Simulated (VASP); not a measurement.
Band structure of Cu$_{2}$S (space group I-42d). Calculation: PBEsol GGA, VASP's PBE PAW potentials (set 64) (plane waves; VASP).

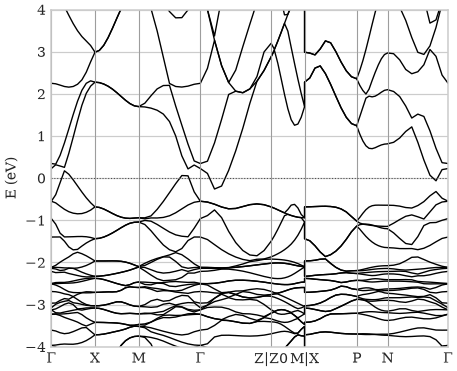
Fig. 1. Bands along high-symmetry lines, zero at the valence-band maximum or, without a gap, the Fermi level

Task: Read the plot: is there a gap, and where are the band edges?

Result: It has no gap at this level: it comes out as a metal or semimetal. (Edges off the drawn lines would not show.)

The structure comes from a computed database's Cu2S entry (I-42d); how it stands against other phases isn't given here. It was relaxed first.
